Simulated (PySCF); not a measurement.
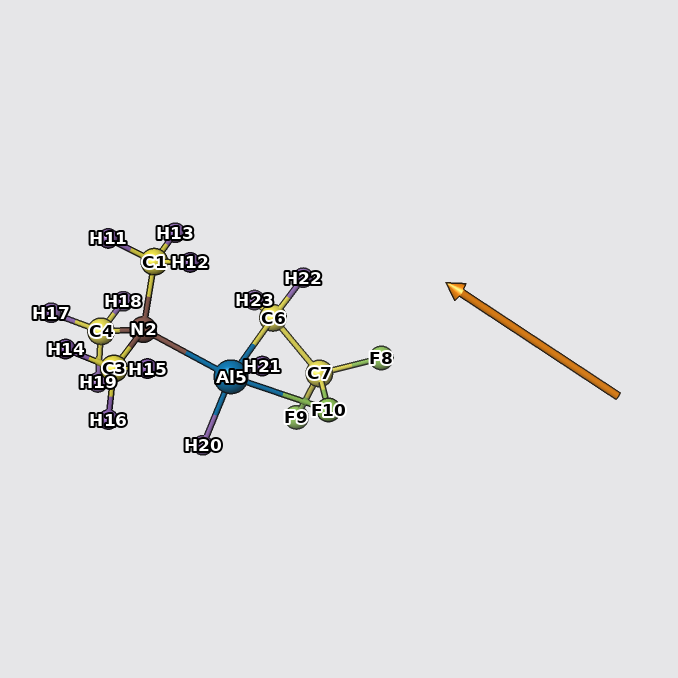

The arrow beside the molecule shows the direction of the dipole moment, from the negative to the positive end (its length means nothing). The computed structure is the end point of a GFN2-xTB optimisation. No frequency run is at hand to confirm it as a minimum. Level of theory: PBE0/pcSseg-1, gas phase (PySCF 2.14.0).

**How large is the dipole moment?**

6.48 D; it points from the side of F8 to the side of H11 (the outermost atoms at the two ends).

The geometry is semi-empirical. Around Al such bond lengths and angles can be off by a tenth of an ångström or more and by several degrees, and values that hang on the shape move with them.
